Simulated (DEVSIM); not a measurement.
Structure: abrupt GaAs n-p junction, at 300 K.

```csv
layer (left to right),material,thickness (μm),Nd (cm⁻³),Na (cm⁻³),τn (s),τp (s)
1,GaAs,0.680,2.2e16,-,8.7e-9,8.7e-9
2,GaAs,44.0,-,6.5e13,8.7e-9,8.7e-9
```

Left contact: ohmic. Right contact: ohmic. Voltage is applied to the left contact. Recombination: SRH at mid-gap, radiative. Mobility is constant in doping.

Constants are typed, rounded textbook-type inputs, not results; the design itself was drawn at random and stands for no fabricated device. Values at 300 K.

| parameter | GaAs |
|---|---|
| gap (eV) | 1.424 |
| affinity (eV) | 4.07 |
| permittivity | 12.9 |
| Nc (cm⁻³) | 4.7e17 |
| Nv (cm⁻³) | 9e18 |
| μn (cm²/Vs) | 8500 |
| μp (cm²/Vs) | 400 |
| B (cm³/s) | 2e-10 |

Simulated with DEVSIM: 1D drift-diffusion, Boltzmann statistics, complete ionisation; no tunnelling, impact ionisation, image-force lowering or self-heating.

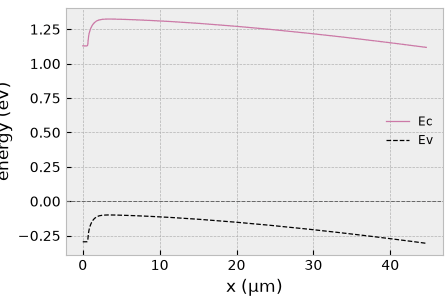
Figure: Band edges at -1.05 V on the left contact

Energies count from the Fermi level of the right contact; mesh points crowd at the junctions.

```json
[
 {"x (μm)": "0.000", "Ec (eV)": "1.129", "Ev (eV)": "-0.295", "n (cm⁻³)": "2.2e16", "p (cm⁻³)": "< 1e2", "field (V/cm)": "≈ 0"},
 {"x (μm)": "0.03148", "Ec (eV)": "1.129", "Ev (eV)": "-0.295", "n (cm⁻³)": "2.2e16", "p (cm⁻³)": "1.7e9", "field (V/cm)": "≈ 0"},
 {"x (μm)": "0.09650", "Ec (eV)": "1.129", "Ev (eV)": "-0.295", "n (cm⁻³)": "2.2e16", "p (cm⁻³)": "5.1e9", "field (V/cm)": "≈ 0"},
 {"x (μm)": "0.2453", "Ec (eV)": "1.129", "Ev (eV)": "-0.295", "n (cm⁻³)": "2.2e16", "p (cm⁻³)": "1.3e10", "field (V/cm)": "≈ 0"},
 {"x (μm)": "0.5344", "Ec (eV)": "1.129", "Ev (eV)": "-0.295", "n (cm⁻³)": "2.2e16", "p (cm⁻³)": "2.8e10", "field (V/cm)": "72"},
 {"x (μm)": "0.6255", "Ec (eV)": "1.134", "Ev (eV)": "-0.290", "n (cm⁻³)": "1.8e16", "p (cm⁻³)": "3.9e10", "field (V/cm)": "1600"},
 {"x (μm)": "0.6696", "Ec (eV)": "1.149", "Ev (eV)": "-0.275", "n (cm⁻³)": "1.0e16", "p (cm⁻³)": "7.3e10", "field (V/cm)": "6000"},
 {"x (μm)": "0.7081", "Ec (eV)": "1.174", "Ev (eV)": "-0.250", "n (cm⁻³)": "3.9e15", "p (cm⁻³)": "2.0e11", "field (V/cm)": "5500"},
 {"x (μm)": "0.7738", "Ec (eV)": "1.202", "Ev (eV)": "-0.222", "n (cm⁻³)": "1.3e15", "p (cm⁻³)": "5.9e11", "field (V/cm)": "3400"},
 {"x (μm)": "0.9335", "Ec (eV)": "1.240", "Ev (eV)": "-0.184", "n (cm⁻³)": "3.0e14", "p (cm⁻³)": "2.6e12", "field (V/cm)": "1800"},
 {"x (μm)": "1.309", "Ec (eV)": "1.284", "Ev (eV)": "-0.140", "n (cm⁻³)": "5.4e13", "p (cm⁻³)": "1.5e13", "field (V/cm)": "790"},
 {"x (μm)": "2.621", "Ec (eV)": "1.323", "Ev (eV)": "-0.101", "n (cm⁻³)": "1.1e13", "p (cm⁻³)": "6.7e13", "field (V/cm)": "52"},
 {"x (μm)": "5.282", "Ec (eV)": "1.322", "Ev (eV)": "-0.102", "n (cm⁻³)": "8.0e12", "p (cm⁻³)": "7.3e13", "field (V/cm)": "-18"},
 {"x (μm)": "11.55", "Ec (eV)": "1.306", "Ev (eV)": "-0.118", "n (cm⁻³)": "5.3e12", "p (cm⁻³)": "7.0e13", "field (V/cm)": "-33"},
 {"x (μm)": "29.45", "Ec (eV)": "1.220", "Ev (eV)": "-0.204", "n (cm⁻³)": "2.5e12", "p (cm⁻³)": "6.7e13", "field (V/cm)": "-60"},
 {"x (μm)": "38.22", "Ec (eV)": "1.164", "Ev (eV)": "-0.260", "n (cm⁻³)": "1.7e12", "p (cm⁻³)": "6.7e13", "field (V/cm)": "-68"},
 {"x (μm)": "41.95", "Ec (eV)": "1.138", "Ev (eV)": "-0.286", "n (cm⁻³)": "1.0e12", "p (cm⁻³)": "6.6e13", "field (V/cm)": "-72"},
 {"x (μm)": "43.49", "Ec (eV)": "1.127", "Ev (eV)": "-0.297", "n (cm⁻³)": "5.4e11", "p (cm⁻³)": "6.5e13", "field (V/cm)": "-73"},
 {"x (μm)": "44.31", "Ec (eV)": "1.121", "Ev (eV)": "-0.303", "n (cm⁻³)": "1.8e11", "p (cm⁻³)": "6.5e13", "field (V/cm)": "-74"},
 {"x (μm)": "44.54", "Ec (eV)": "1.119", "Ev (eV)": "-0.305", "n (cm⁻³)": "7.4e10", "p (cm⁻³)": "6.5e13", "field (V/cm)": "-74"},
 {"x (μm)": "44.63", "Ec (eV)": "1.118", "Ev (eV)": "-0.306", "n (cm⁻³)": "2.6e10", "p (cm⁻³)": "6.5e13", "field (V/cm)": "-74"},
 {"x (μm)": "44.68", "Ec (eV)": "1.118", "Ev (eV)": "-0.306", "n (cm⁻³)": "< 1e2", "p (cm⁻³)": "6.5e13", "field (V/cm)": "-74"}
]
```
